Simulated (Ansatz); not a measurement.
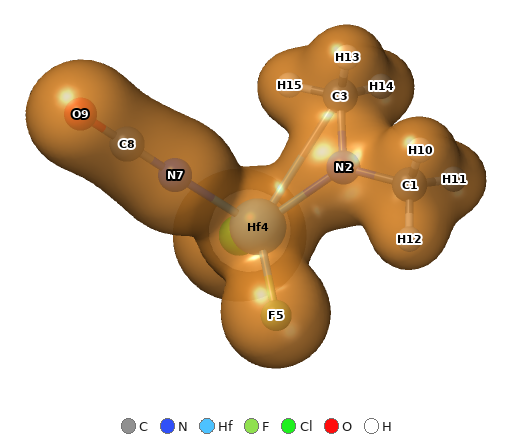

Figure. C$_{3}$H$_{6}$ClFHfN$_{2}$O. Isosurface of the electron density at 0.2 e/Å³ (orange), seen across its widest extent.

Geometry: PBE0-D4/def2-TZVP; core potentials replace the inner electrons of Hf.

Level of theory: RKS PBE0-D4/def2-TZVPP in Ansatz 0.2.0.

The calculation's input:

```
crystal:
  periodic: [false, false, false]
  atoms:
    - {symbol: C, position_ang: [0.200812, 1.453322, 1.534257]}
    - {symbol: N, position_ang: [0.030261, 0.275723, 0.717406]}
    - {symbol: C, position_ang: [1.047138, -0.731770, 0.933633]}
    - {symbol: Hf, position_ang: [-1.382548, -0.163860, -0.619987]}
    - {symbol: F, position_ang: [-2.519614, 1.355398, -0.732753]}
    - {symbol: Cl, position_ang: [-2.508619, -2.100689, 0.128094]}
    - {symbol: N, position_ang: [-0.431818, -0.566886, -2.380832]}
    - {symbol: C, position_ang: [0.144605, -0.791858, -3.410047]}
    - {symbol: O, position_ang: [0.702823, -1.011033, -4.408539]}
    - {symbol: H, position_ang: [1.165949, 1.937255, 1.335531]}
    - {symbol: H, position_ang: [0.167082, 1.203100, 2.602608]}
    - {symbol: H, position_ang: [-0.588141, 2.181284, 1.333671]}
    - {symbol: H, position_ang: [2.047269, -0.348856, 0.694414]}
    - {symbol: H, position_ang: [1.048796, -1.081197, 1.973722]}
    - {symbol: H, position_ang: [0.876003, -1.609953, 0.298831]}
basis:
  gaussian: {orbitals: def2-TZVPP}
hamiltonian: {xc: pbe0, dispersion: d4}
output: {orbitals: {seedname: orbitals}}
```

Run with:

```sh
ansatz run in.yaml --threads 2 --pin off --events-out ev --progress --plain --max-ram 32768MiB --backend cuda --devices 0, --max-vram 18GiB
```

**What does this surface tell about the bonding?**

At this value the surface is in one piece. It bridges the sampled C–O (1.16 Å), C–N (1.20 Å), Hf–F (1.90 Å) and Hf–N (1.99 Å) contacts, where the density stays above the isovalue. On the grid the lowest density along these lines, outside the cores, is 3.2 e/Å³ (C–O, 1.16 Å), 3 e/Å³ (C–N, 1.20 Å), 0.9 e/Å³ (Hf–F, 1.90 Å) and 0.9 e/Å³ (Hf–N, 1.99 Å).
